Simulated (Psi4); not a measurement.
**BCl3 (boron trichloride) at MP2/def2-TZVP (density fitting, density fitting for correlation, sweep point 3)**

What is the vertical singlet–triplet gap of BCl3 (boron trichloride) at MP2/def2-TZVP (density fitting, density fitting for correlation, sweep point 3)? Input form: a Python script.

Program for the calculation: Psi4 1.11.

4 further runs of the same task are left out: 4 set aside as unsound or not needed.

**1. Starting point**

The species is BCl3 (4 atoms), meant as a singlet with charge 0. SMILES: `ClB(Cl)Cl`. The shape is that of a PBE0-D4/def2-TZVP optimisation.

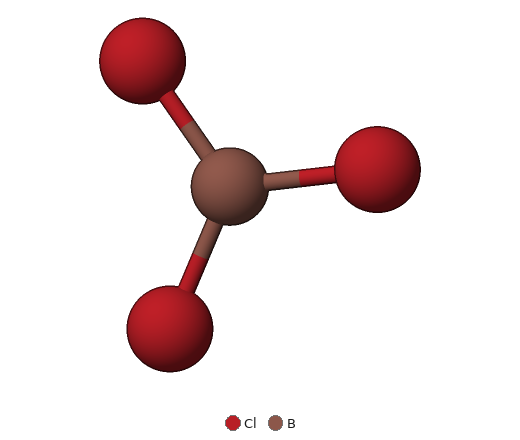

The structure, seen from a chosen angle (chlorine red, boron brown).

**2. The energy at MP2/def2-TZVP (density fitting, density fitting for correlation, sweep point 3)**

The input, run.py:

```python
import psi4

psi4.set_memory(1600000000)
psi4.set_num_threads(1)
psi4.core.set_output_file('bcl3.out', False)

m = psi4.geometry("""
0 1
Cl    -0.48739816     0.97593016     3.09601390
B      0.00000000     0.00000000    -0.00001890
Cl     1.78014091    -2.68919366    -0.61227126
Cl    -1.29276164     1.71324460    -2.48370484
units au
symmetry c1
""")

psi4.set_options(dict(reference='rhf', puream=True, scf_type='df', num_frozen_docc=16, d_convergence=0.0001, e_convergence=0.0001))

result, w = psi4.energy("mp2/def2-TZVP", molecule=m, return_wfn=True)
print('E =', round(result, 9))
```

Launch:

```bash
python run.py
```

bcl3.out:

```text
[...]
  Running in c1 symmetry.
[...]
  Nuclear repulsion =  230.173161837595160
[...]
  Multiplicity = 1
[...]
  Nalpha       = 28
  Nbeta        = 28
[...]
    Number of basis functions: 142
[...]
   @DF-RHF iter   1: -1403.31878975999416   -1.66325e-01   2.10415e-03 ADIIS/DIIS
[...]
   @DF-RHF iter   6: -1403.35233927010404   -7.92564e-06   2.33268e-06 DIIS
[...]
    Orbital Energies [Eh]
    ---------------------
    Doubly Occupied:
       1A   -104.856846     2A   -104.856843     3A   -104.856842
       4A    -10.587002     5A    -10.586999     6A    -10.586986
       7A     -8.053732     8A     -8.053729     9A     -8.053728
      10A     -8.052606    11A     -8.052603    12A     -8.052602
      13A     -8.052414    14A     -8.052411    15A     -8.052408
      16A     -7.768890    17A     -1.181332    18A     -1.119787
      19A     -1.119782    20A     -0.706061    21A     -0.612108
      22A     -0.612106    23A     -0.556445    24A     -0.492765
      25A     -0.492763    26A     -0.483298    27A     -0.483295
      28A     -0.457274
[...]
  @DF-RHF Final Energy: -1403.35233927010404
   => Energetics <=
    Nuclear Repulsion Energy =            230.1731618375951598
    One-Electron Energy =               -2397.2643468809465048
    Two-Electron Energy =                 763.7388457732472489
    Total Energy =                      -1403.3523392701040393
[...]
 Multipole Moments:
 ------------------------------------------------------------------------------------
     Multipole            Electronic (a.u.)      Nuclear  (a.u.)        Total (a.u.)
 ------------------------------------------------------------------------------------
 L = 1.  Multiply by 2.5417464519 to convert [e a0] to [Debye]
 Dipole X            :         -0.0000184           -0.0000020           -0.0000204
 Dipole Y            :          0.0000348           -0.0000020            0.0000328
 Dipole Z            :         -0.0000570            0.0000100           -0.0000469
 Magnitude           :                                                    0.0000608
[...]
```

On the terminal:

```text
E = -1404.003154849
```

Wall time 3.6 s (1 thread of Intel Xeon at 2.70GHz, shared host); peak memory 0.28 GiB.

**3. The triplet at the same level**

The input, run.py:

```python
import psi4

psi4.set_memory('1600 MB')
psi4.set_num_threads(1)
psi4.set_output_file('run.log', False)

molecule = psi4.geometry("""
0 3
Cl    -0.48739816     0.97593016     3.09601390
B      0.00000000     0.00000000    -0.00001890
Cl     1.78014091    -2.68919366    -0.61227126
Cl    -1.29276164     1.71324460    -2.48370484
units bohr
symmetry c1
""")

psi4.set_options({
    'basis': 'def2-TZVP',
    'reference': 'uhf',
    'puream': True,
    'scf_type': 'df',
    'num_frozen_docc': 16,
    'd_convergence': 0.0001,
    'e_convergence': 0.0001,
    'maxiter': 100,
})

e_tot = psi4.energy("mp2")
print('E =', round(e_tot, 9))
```

Launch:

```bash
python run.py
```

run.log:

```text
[...]
  Running in c1 symmetry.
[...]
  Nuclear repulsion =  230.173161837595160
[...]
  Multiplicity = 3
[...]
  Nalpha       = 29
  Nbeta        = 27
[...]
    Number of basis functions: 142
[...]
   @DF-UHF iter   1: -1403.07850893425575    7.39562e-02   1.68548e-03 DIIS/ADIIS
[...]
   @DF-UHF iter   6: -1403.10974679826268   -5.26753e-05   1.33001e-05 DIIS
[...]
   @S^2 Observed:                2.045569289E+00
[...]
    Orbital Energies [Eh]
    ---------------------
    Alpha Occupied:
       1A   -104.886563     2A   -104.886518     3A   -104.886516
       4A    -10.613519     5A    -10.613478     6A    -10.613469
       7A     -8.088244     8A     -8.088196     9A     -8.088193
      10A     -8.078758    11A     -8.078716    12A     -8.078713
      13A     -8.077083    14A     -8.077040    15A     -8.077037
      16A     -7.662618    17A     -1.199785    18A     -1.144476
      19A     -1.144450    20A     -0.726598    21A     -0.620947
      22A     -0.620944    23A     -0.591039    24A     -0.526013
      25A     -0.526001    26A     -0.513909    27A     -0.513887
      28A     -0.508023    29A     -0.233748
    Alpha Virtual:
[...]
  @DF-UHF Final Energy: -1403.10974679826268
   => Energetics <=
    Nuclear Repulsion Energy =            230.1731618375951598
    One-Electron Energy =               -2396.5265433981999195
    Two-Electron Energy =                 763.2436347623421398
    Total Energy =                      -1403.1097467982626767
  UHF NO Occupations:
  HONO-2 :   27  A 1.9936803
  HONO-1 :   28  A 1.0000000
[...]
 Multipole Moments:
 ------------------------------------------------------------------------------------
     Multipole            Electronic (a.u.)      Nuclear  (a.u.)        Total (a.u.)
 ------------------------------------------------------------------------------------
 L = 1.  Multiply by 2.5417464519 to convert [e a0] to [Debye]
 Dipole X            :         -0.0000854           -0.0000020           -0.0000874
 Dipole Y            :          0.0001547           -0.0000020            0.0001527
 Dipole Z            :          0.0004102            0.0000100            0.0004202
 Magnitude           :                                                    0.0004556
[...]
```

The script printed:

```text
E = -1403.773354302
```

Wall time 4.2 s (1 thread of Intel Xeon at 2.70GHz, shared host); peak memory 0.28 GiB.

**4. Results**

Level: MP2/def2-TZVP (density fitting, density fitting for correlation, sweep point 3), 16 core orbitals frozen.

| quantity | value |
| --- | --- |
| singlet: total energy | -1404.00315 Eh |
| singlet: HOMO energy (Hartree–Fock orbitals) | -12.44 eV |
| singlet: LUMO energy (Hartree–Fock orbitals) | 2.19 eV |
| singlet: HOMO–LUMO gap (Hartree–Fock orbitals) | 14.63 eV |
| singlet: correlation energy (16 core orbitals frozen) | -650.8 mEh |
| triplet: total energy | -1403.77335 Eh |
| triplet: HOMO energy (Hartree–Fock orbitals) (highest over α and β) | -6.36 eV |
| triplet: LUMO energy (Hartree–Fock orbitals) (lowest over α and β) | -4.83 eV |
| triplet: correlation energy (16 core orbitals frozen) | -663.6 mEh |
| triplet: ⟨S²⟩ of the reference determinant | 2.046 |
| vertical energy of the triplet above the singlet | 6.253 eV |

At this shape the triplet lies 6.25 eV (144 kcal/mol) above the singlet.
